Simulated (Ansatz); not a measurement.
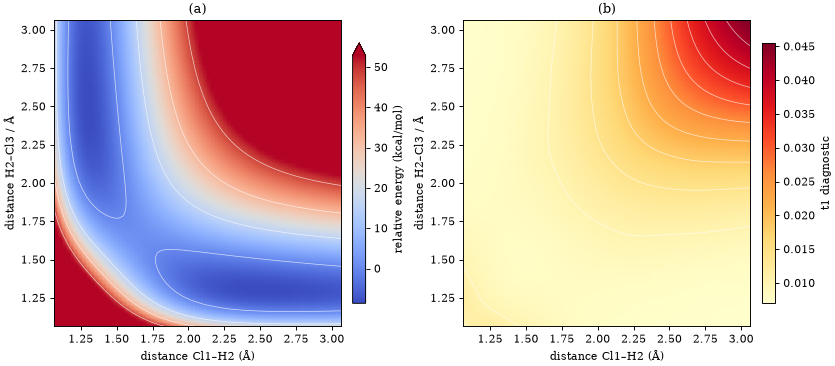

The system Cl⁻ + HCl. First axis: distance Cl1–H2. Second axis: distance H2–Cl3. Nothing is relaxed (the angle Cl1–H2–Cl3 is fixed at 120 degrees). The grid has 14 × 14 points; 105 points were computed and 91 follow by symmetry. Energies are in kcal/mol, from Cl with charge -1 far from the relaxed HCl (each part in its own basis). The restricted reference is unstable at some or all points, so the energies there are unreliable. Level of theory: RHF-CCSD(T), frozen core/def2-TZVPD in Ansatz.

Panel (a) is the energy and panel (b) the computed t1 diagnostic on the same grid.

Drawn: a smooth colour map with a few white contour lines, one colour for all values above the top of the scale. Between grid points the surface is interpolated.

Q: How does the t1 diagnostic vary over the map, and what is it at the lowest grid point?

A: Leaving out the highest fifth of the energies, it runs from 0.01  at distance Cl1–H2 = 1.064 Å, distance H2–Cl3 = 2.866 Å to 0.02  at distance Cl1–H2 = 2.486 Å, distance H2–Cl3 = 2.486 Å. At the lowest grid point, distance Cl1–H2 = 1.361 Å, distance H2–Cl3 = 2.486 Å, it is 0.01 .

| distance H2–Cl3 ↓, distance Cl1–H2 → | 1.064 | 1.135 | 1.239 | 1.361 | 1.496 | 1.642 | 1.796 | 1.958 | 2.128 | 2.304 | 2.486 | 2.674 | 2.866 | 3.064 |
| --- | --- | --- | --- | --- | --- | --- | --- | --- | --- | --- | --- | --- | --- | --- |
| 3.064 | 0.01 | 0.01 | 0.01 | 0.01 | 0.01 | 0.01 | 0.01 | 0.01 | 0.02 | 0.02 | 0.03 | 0.04 | 0.04 | 0.05 |
| 2.866 | 0.01 | 0.01 | 0.01 | 0.01 | 0.01 | 0.01 | 0.01 | 0.01 | 0.02 | 0.02 | 0.03 | 0.03 | 0.04 | 0.04 |
| 2.674 | 0.01 | 0.01 | 0.01 | 0.01 | 0.01 | 0.01 | 0.01 | 0.01 | 0.02 | 0.02 | 0.03 | 0.03 | 0.03 | 0.04 |
| 2.486 | 0.01 | 0.01 | 0.01 | 0.01 | 0.01 | 0.01 | 0.01 | 0.01 | 0.02 | 0.02 | 0.02 | 0.03 | 0.03 | 0.03 |
| 2.304 | 0.01 | 0.01 | 0.01 | 0.01 | 0.01 | 0.01 | 0.01 | 0.01 | 0.02 | 0.02 | 0.02 | 0.02 | 0.02 | 0.02 |
| 2.128 | 0.01 | 0.01 | 0.01 | 0.01 | 0.01 | 0.01 | 0.01 | 0.01 | 0.01 | 0.02 | 0.02 | 0.02 | 0.02 | 0.02 |
| 1.958 | 0.01 | 0.01 | 0.01 | 0.01 | 0.01 | 0.01 | 0.01 | 0.01 | 0.01 | 0.01 | 0.01 | 0.01 | 0.01 | 0.01 |
| 1.796 | 0.01 | 0.01 | 0.01 | 0.01 | 0.01 | 0.01 | 0.01 | 0.01 | 0.01 | 0.01 | 0.01 | 0.01 | 0.01 | 0.01 |
| 1.642 | 0.01 | 0.01 | 0.01 | 0.01 | 0.01 | 0.01 | 0.01 | 0.01 | 0.01 | 0.01 | 0.01 | 0.01 | 0.01 | 0.01 |
| 1.496 | 0.01 | 0.01 | 0.01 | 0.01 | 0.01 | 0.01 | 0.01 | 0.01 | 0.01 | 0.01 | 0.01 | 0.01 | 0.01 | 0.01 |
| 1.361 | 0.01 | 0.01 | 0.01 | 0.01 | 0.01 | 0.01 | 0.01 | 0.01 | 0.01 | 0.01 | 0.01 | 0.01 | 0.01 | 0.01 |
| 1.239 | 0.01 | 0.01 | 0.01 | 0.01 | 0.01 | 0.01 | 0.01 | 0.01 | 0.01 | 0.01 | 0.01 | 0.01 | 0.01 | 0.01 |
| 1.135 | 0.01 | 0.01 | 0.01 | 0.01 | 0.01 | 0.01 | 0.01 | 0.01 | 0.01 | 0.01 | 0.01 | 0.01 | 0.01 | 0.01 |
| 1.064 | 0.01 | 0.01 | 0.01 | 0.01 | 0.01 | 0.01 | 0.01 | 0.01 | 0.01 | 0.01 | 0.01 | 0.01 | 0.01 | 0.01 |
